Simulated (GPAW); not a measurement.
## Run report: CH3NSi, property calculation

- system: CH3NSi
- method: PBE/plane waves, scalar-relativistic datasets (GPAW 26.7.0)

The geometry comes from this level: GFN2-xTB.

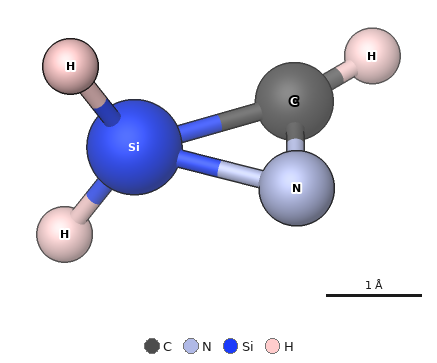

**Figure 1.** The structure as given in the input (ball-and-stick view, seen at a tilt). Bond lengths as drawn: C–H 1.08 Å, C–N 1.28 Å, C–Si 1.83 Å, H–Si 1.44 Å and N–Si 1.80 Å.

Input (gs.py)
```python
import numpy as np
from ase import Atoms
from ase.units import Bohr, Debye
from gpaw import GPAW, PW

# Atomic positions
positions_bohr = np.array(
              [[ -0.883428,  -1.760469,  -0.249992],
               [  1.417578,  -1.825721,   0.508847],
               [  0.447374,   1.409377,   0.114895],
               [ -2.149545,  -3.303109,  -0.631754],
               [  1.327325,   2.687833,  -2.131120],
               [ -0.159304,   2.792089,   2.389124]])
molecule = Atoms("CNSiHHH", positions=positions_bohr * Bohr)
molecule.center(vacuum=4.5)

# DFT calculator
gpaw_calc = GPAW(mode=PW(450), xc="PBE", maxiter=100, txt="-")
molecule.calc = gpaw_calc

energy = molecule.get_potential_energy()
print(f"Energy                  {energy:.5f} eV")
forces = molecule.get_forces()
print("Forces (eV/Ang)")
for symbol, f in zip(molecule.symbols, forces):
    print(f'{symbol:2} {f[0]:9.4f} {f[1]:9.4f} {f[2]:9.4f}')
dipole = molecule.get_dipole_moment() / Debye
print(f"Dipole = {np.linalg.norm(dipole):.3f} D")
homo, lumo = gpaw_calc.get_homo_lumo()
print(f"HOMO: {homo:.3f} eV")
print(f"LUMO                    {lumo:.3f} eV")
print(f"Gap = {lumo - homo:.3f} eV")
```

Hardware: 1 thread of Intel Xeon @ 2.90GHz (Ice Lake), 16 GiB of memory available, shared host.

Command:
```bash
python gs.py > gs.log
```

What the program printed
```
__  _  _
 | _ |_)|_||  |
 |__||  | ||/\| - 26.7.0

units:  Angstrom and eV
cores:  1
OpenMP: False

Versions:
  Python: 3.12.14
  ASE:    3.29.0
  Numpy:  2.5.5
  Scipy:  1.18.1
  Libxc:  7.0.0

        _gpaw.cpython-312-x86_64-linux-gnu.so

Input parameters:
  mode=PW(ecut=450.00000000000006),
  maxiter=100,
  xc=XC(name='PBE')

Diagonalizing LCAO Hamiltonian
Converting LCAO to pw mode
         .--------------------------.
        /|                          |
       / |                          |
      /  |                          |
     /   |                          |
    /    |                          |
   /     |                          |
  /      |                          |
 *       |          H               |
 |       |                          |
 |       |          Si              |
 |       |          N H             |
 |       |       C                  |
 |       |     H                    |
 |       .--------------------------.
 |      /                          /
 |     /                          /
 |    /                          /
 |   /                          /
 |  /                          /
 | /                          /
 |/                          /
 *--------------------------*

Atoms  # Å, Bohr magnetons
|   | symbol |        x |        y |        z |    initial magnetic moments |
|---|--------|----------|----------|----------|-----------------------------|
| 0 |      C | 5.170000 | 5.316330 | 5.495450 | ( 0.0000,  0.0000,  0.0000) |
| 1 |      N | 6.387640 | 5.281800 | 5.897010 | ( 0.0000,  0.0000,  0.0000) |
| 2 |     Si | 5.874230 | 6.993740 | 5.688540 | ( 0.0000,  0.0000,  0.0000) |
| 3 |      H | 4.500000 | 4.500000 | 5.293430 | ( 0.0000,  0.0000,  0.0000) |
| 4 |      H | 6.339880 | 7.670270 | 4.500000 | ( 0.0000,  0.0000,  0.0000) |
| 5 |      H | 5.553190 | 7.725440 | 6.892010 | ( 0.0000,  0.0000,  0.0000) |

Unit cell  # Å
| periodic |         x |         y |         z |   lengths |    angles |
|----------|-----------|-----------|-----------|-----------|-----------|
|       no | 10.887640 |  0.000000 |  0.000000 | 10.887640 | 90.000000 |
|       no |  0.000000 | 12.225440 |  0.000000 | 12.225440 | 90.000000 |
|       no |  0.000000 |  0.000000 | 11.392010 | 11.392010 | 90.000000 |

Number of symmetries: 1
Symmetry operations  # r_c * U_cc + t_c -> r_c
|   | kind |            matrix            |
|---|------|------------------------------|
| 0 |  E   |  1, 0, 0,  0, 1, 0,  0, 0, 1 |

BZ-sampling:
  Number of BZ points: 1
  Number of IBZ points: 1

  Monkhorst-Pack size: [1, 1, 1]
  Monkhorst-Pack shift: [0, 0, 0]

K-points  # in reciprocal-cell coordinates
|   |                                coordinates |     weight |
|---|--------------------------------------------|------------|
| 0 | (  0.00000000,   0.00000000,   0.00000000) | 1.00000000 |

Plane wave coefficients: 16443
Cutoff: 450.00000000000006 eV

Spin-components: 1 (collinear spins)
Bands:           14
Projectors:      24
Spin-degeneracy: 2
Datatype:        float64

  Storage: CPU
  Wave functions: 3_683_232 bytes (3_683_232 per core)
  Projectors: 8_681_904 bytes (8_681_904 per core)

Parallelization:
  kpt:    1
  domain: 1
  band:   1

Density:
  Valence electrons: 16.0
  Components: 1
  Grid points: [54 60 56]
  Charge: 0.0  # |e|

Potential:
  Grid points: [54 60 56]

species:
  C:
    name:    Carbon
    Z:       6.0
    valence: 4
    core:    2
    charge:  0.0  # [|e|]
    file:    C.PBE.gz
    compensation charges:
      type: gauss
      rc: 0.20  # [Å]
      lmax: 2
    cutoffs:
      filter: 1.14  # [Å]
      core: 1.14  # [Å]
    projectors
    | kind |    occ | energy [eV] | rcut [Å] |
    |------|--------|-------------|----------|
    |   2s |  2.000 |     -13.751 |    0.635 |
    |   2p |  2.000 |      -5.284 |    0.635 |
    |    s |        |      13.461 |    0.635 |
    |    p |        |      21.927 |    0.635 |
    |    d |        |       0.000 |    0.635 |

    Using partial waves for C as LCAO basis

  N:
    name:    Nitrogen
    Z:       7.0
    valence: 5
    core:    2
    charge:  0.0  # [|e|]
    file:    N.PBE.gz
    compensation charges:
      type: gauss
      rc: 0.18  # [Å]
      lmax: 2
    cutoffs:
      filter: 1.11  # [Å]
      core: 0.96  # [Å]
    projectors
    | kind |    occ | energy [eV] | rcut [Å] |
    |------|--------|-------------|----------|
    |   2s |  2.000 |     -18.583 |    0.603 |
    |   2p |  3.000 |      -7.089 |    0.529 |
    |    s |        |       8.629 |    0.603 |
    |    p |        |      20.123 |    0.529 |
    |    d |        |       0.000 |    0.577 |

    Using partial waves for N as LCAO basis

  Si:
    name:    Silicon
    Z:       14.0
    valence: 4
    core:    10
    charge:  0.0  # [|e|]
    file:    Si.PBE.gz
    compensation charges:
      type: gauss
      rc: 0.33  # [Å]
      lmax: 2
    cutoffs:
      filter: 1.86  # [Å]
      core: 2.06  # [Å]
    projectors
    | kind |    occ | energy [eV] | rcut [Å] |
    |------|--------|-------------|----------|
    |   3s |  2.000 |     -10.812 |    1.058 |
    |   3p |  2.000 |      -4.081 |    1.058 |
    |    s |        |      16.399 |    1.058 |
    |    p |        |      23.130 |    1.058 |
    |    d |        |       0.000 |    1.058 |

    Using partial waves for Si as LCAO basis

  H:
    name:    Hydrogen
    Z:       1.0
    valence: 1
    core:    0
    charge:  0.0  # [|e|]
    file:    H.PBE.gz
    compensation charges:
      type: gauss
      rc: 0.15  # [Å]
      lmax: 2
    cutoffs:
      filter: 0.85  # [Å]
      core: 0.53  # [Å]
    projectors
    | kind |    occ | energy [eV] | rcut [Å] |
    |------|--------|-------------|----------|
    |   1s |  1.000 |      -6.494 |    0.476 |
    |    s |        |      20.717 |    0.476 |
    |    p |        |       0.000 |    0.476 |

    Using partial waves for H as LCAO basis

Reference energy: -10433.164357  # eV

eigensolver:
  PPCG
  Converge bands: occupied
  niter=2

density mixing:
  MSR1-Mixer
  Pratt-step length: 0.05
  Maximum mixing coefficient: 0.75
  Old densities: 10
  SVD Regularization: 0.005
  Good broyden scale: 1.0
  Trust region scale: 1.0
  Backstep threshold: 4.0
  History deletion threshold: 6.0
  Fourier metric: weight=20.0, sigma=0.015

occupation numbers:
  # Zero width

poisson solver:
  ecut: 3600.0000000000005  # eV

xc functional:
  name: PBE with 2 nearest neighbor stencil

Initialization done in: 2.041 s

convergence criteria:
- Maximum [total energy] change in last 3 cyles: 0.0005 eV / valence electron
- Maximum integral of absolute [dens]ity change: 0.0001 electrons / valence electron
- Maximum integral of absolute [eigenst]ate change: 4e-08 eV^2 / valence electron
maximum number of iterations: 100

SCF iterations
|iter     |     time |      energy | eigst |  dens |
|---------|----------|-------------|-------|-------|
|iter:   1| 00:00:02 |  -32.496689 | +0.48 |       |
|iter:   2| 00:00:03 |  -31.988585 | -1.34 | -0.60 |
|iter:   3| 00:00:04 |  -29.873184 | -0.77 | -0.64 |
|iter:   4| 00:00:05 |  -29.831285 | -1.13 | -1.23 |
|iter:   5| 00:00:06 |  -29.743849 | -1.65 | -1.44 |
|iter:   6| 00:00:07 |  -29.742454 | -3.11 | -1.84 |
|iter:   7| 00:00:07 |  -29.742711c| -4.30 | -2.37 |
|iter:   8| 00:00:08 |  -29.742780c| -5.31 | -2.80 |
|iter:   9| 00:00:09 |  -29.742780c| -6.52 | -3.60 |
|iter:  10| 00:00:10 |  -29.742780c| -7.70c| -4.27c|

Converged in 10 steps
SCF loop duration: 7.999 s (0.800 s/step)
Energy contributions relative to reference atoms: (reference = -10433.164357)

Energy contributions:
  Kinetic:          29.713059
  Coulomb:         -30.388179
  Zero:             -0.085153
  External:          0.000000
  Xc:              -28.982508
  Entropy:           0.000000
  Spinorbit:         0.000000
  ----------------------------
  Free energy:     -29.742780
  Extrapolated:    -29.742780

dipole moment: (-0.243318, 0.218476, -0.084830)  # |e|*Ang

Fermi level: -3.486
Eigenvalues  # (at kpt = [0.000, 0.000, 0.000])
| band index |      eig [eV] | occ [0-2] |
|------------|---------------|-----------|
|          0 |       -23.157 |     2.000 |
|          1 |       -14.057 |     2.000 |
|          2 |       -12.864 |     2.000 |
|          3 |       -10.095 |     2.000 |
|          4 |        -9.691 |     2.000 |
|          5 |        -8.767 |     2.000 |
|          6 |        -7.872 |     2.000 |
|          7 |        -5.191 |     2.000 |
|          8 |        -1.781 |     0.000 |
|          9 |        -1.140 |     0.000 |
|         10 |        -0.314 |     0.000 |
|         11 |         0.029 |     0.000 |
|         12 |         0.195 |     0.000 |
|         13 |         0.822 |     0.000 |

Gap: 3.409 eV
Transition (v -> c):
  (s=0, k=0, n=7, [0.00, 0.00, 0.00]) -> (s=0, k=0, n=8, [0.00, 0.00, 0.00])
No difference between direct/indirect transitions
vacuum-level: 0.279  # V
Energy                  -29.74278 eV

Forces  # eV/Ang
|        x |        y |        z |
|----------|----------|----------|
|  0.54572 |  1.26541 |  0.14732 |  # C    0
|  0.61933 | -0.78344 |  0.21353 |  # N    1
| -0.84374 | -0.91548 | -0.25850 |  # Si   2
| -0.52503 | -0.60115 | -0.15799 |  # H    3
|  0.30524 |  0.52150 | -0.51636 |  # H    4
| -0.05510 |  0.54949 |  0.57695 |  # H    5

Force computation time: 0.487  # s
Forces (eV/Ang)
C     0.5457    1.2654    0.1473
N     0.6193   -0.7834    0.2135
Si   -0.8437   -0.9155   -0.2585
H    -0.5250   -0.6011   -0.1580
H     0.3052    0.5215   -0.5164
H    -0.0551    0.5495    0.5769
Dipole = 1.623 D
HOMO: -5.191 eV
LUMO                    -1.781 eV
Gap = 3.409 eV
```

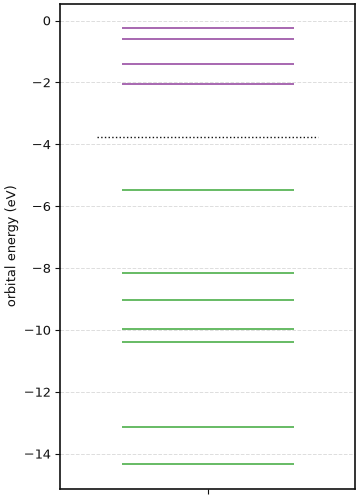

**Figure 2.** Orbital energies near the frontier; the dotted line parts filled from empty levels, and levels within 0.02 eV of each other stand side by side. Highest filled −5.47 eV, lowest empty −2.06 eV, 3.41 eV apart.

Results in brief

- outcome: converged
- energy relative to the program's reference atoms: −29.7428 eV
- largest force: 1.386 eV/Å
- HOMO: −5.47 eV
- LUMO: −2.06 eV
- dipole moment: 1.62 D
- wall time: 11 s
- peak memory: 0.44 GiB
